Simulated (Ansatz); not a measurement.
System (SMILES): P#N (N-P).
Geometry (B3LYP-D3(BJ)/def2-TZVP, fixed):
```
N
P 1 1.4828
```

Basis-set convergence of the dipole moment at MP2 with Ansatz (an electronic-structure program). Dipoles come from the density behind the forces; the sign is taken along the dipole that this method gives in the largest set. The reference of a correlated method is not its basis-set limit, which lies further on. Cartesian d functions, on some or all atoms, in 6-31+G*, 6-311G**, 6-311+G**; all else is spherical. Cores are frozen. A restricted Hartree-Fock determinant is unstable towards unrestricted orbitals. No added dispersion term, no relativity. Reference: the value in aug-pcseg-3, 2.721 D, itself unsure by roughly 0.016 D (its mean distance from aug-cc-pV(Q+d)Z, def2-QZVPPD). Deviations are taken from unrounded values.

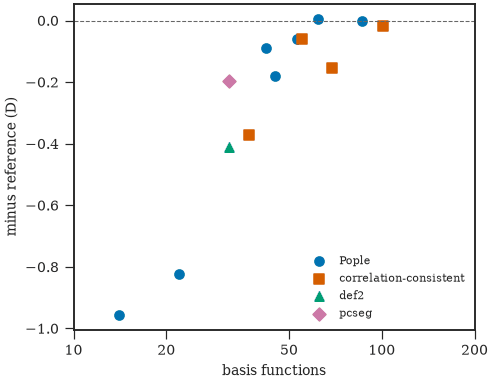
Fig. 1. Deviation from the reference against the number of basis functions, by family of sets.

```json
[
 {"basis": "STO-3G", "functions": "14", "dipole moment (D)": "1.765", "minus reference (D)": "-0.956"},
 {"basis": "3-21G", "functions": "22", "dipole moment (D)": "1.899", "minus reference (D)": "-0.822"},
 {"basis": "def2-SVP", "functions": "32", "dipole moment (D)": "2.310", "minus reference (D)": "-0.411"},
 {"basis": "pcseg-1", "functions": "32", "dipole moment (D)": "2.524", "minus reference (D)": "-0.198"},
 {"basis": "cc-pV(D+d)Z", "functions": "37", "dipole moment (D)": "2.351", "minus reference (D)": "-0.370"},
 {"basis": "6-31+G*", "functions": "42", "dipole moment (D)": "2.633", "minus reference (D)": "-0.088"},
 {"basis": "6-311G**", "functions": "45", "dipole moment (D)": "2.540", "minus reference (D)": "-0.181"},
 {"basis": "6-311+G**", "functions": "53", "dipole moment (D)": "2.661", "minus reference (D)": "-0.060"},
 {"basis": "aug-cc-pV(D+d)Z", "functions": "55", "dipole moment (D)": "2.662", "minus reference (D)": "-0.059"},
 {"basis": "6-311++G(2d,2p)", "functions": "62", "dipole moment (D)": "2.727", "minus reference (D)": "0.006"},
 {"basis": "cc-pV(T+d)Z", "functions": "69", "dipole moment (D)": "2.567", "minus reference (D)": "-0.154"},
 {"basis": "6-311++G(3df,3pd)", "functions": "86", "dipole moment (D)": "2.719", "minus reference (D)": "-0.002"},
 {"basis": "aug-cc-pV(T+d)Z", "functions": "101", "dipole moment (D)": "2.703", "minus reference (D)": "-0.018"}
]
```
